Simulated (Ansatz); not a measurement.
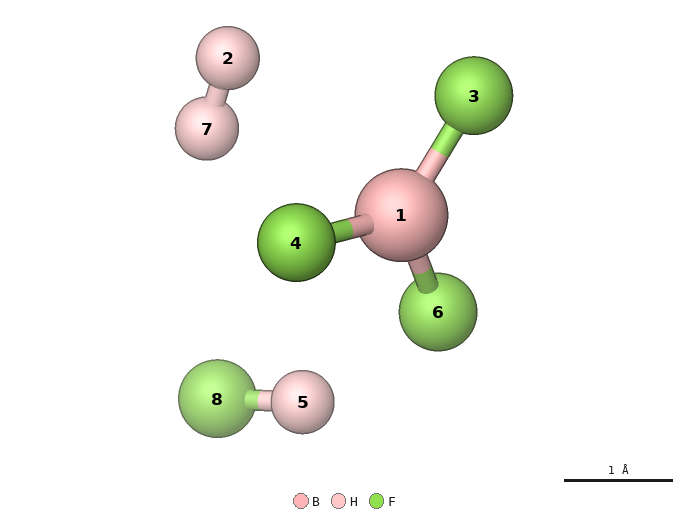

Orthographic view. Atoms fade into the background with distance from the viewer. The computed structure is the end point of a PBE0-D4/def2-TZVP optimisation.

List the bonded neighbours of every atom.

B1: F3, F4, F6
H2: H7
F3: B1
F4: B1
H5: F8
F6: B1
H7: H2
F8: H5
